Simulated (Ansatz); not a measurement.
Cost and result by functional for the surface energy of the (331) surface of alpha tin in its 1x1 cell, outermost plane spacing 0.38 Å in the ideal cut, in Ansatz (plane waves, PAW). Single points on the PBE structure, on one kind of machine; costs are rough ratios of the slab run's core time (references not counted) to the cheapest single point. r2SCAN's cost holds its higher cutoff (500 against 420 eV). Differences are taken against r2SCAN for comparison alone: no measured value is at hand, so the table doesn't rank accuracy.

Set-up: 14 atoms, 9.5 Å thick at the start (thin: gaps and levels are the slab's own); mesh 8x4x1; 0.1 eV smearing; dipole correction on; all atoms relaxed; held to the part of the start's symmetry that mesh and held atoms allow; no spin, no spin-orbit, no U. These notes are the PBE run's.

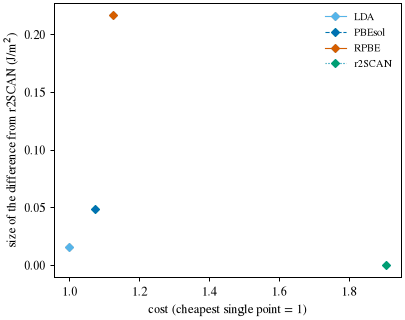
Figure: Difference from r2SCAN against cost

| functional | relative cost | surface energy (J/m²) | less r2SCAN (J/m²) |
|---|---|---|---|
| LDA | 1 | 0.73 | 0.02 |
| PBEsol | 1 | 0.67 | -0.05 |
| RPBE | 1 | 0.50 | -0.22 |
| r2SCAN | 2 | 0.72 | 0.00 |
| PBE (the relaxed run's value) | – | 0.58 | -0.14 |

The values span 0.23 J/m², while the single points' costs differ by a factor of roughly 2. Differences are of unrounded values.

Ansatz is a first-principles code.
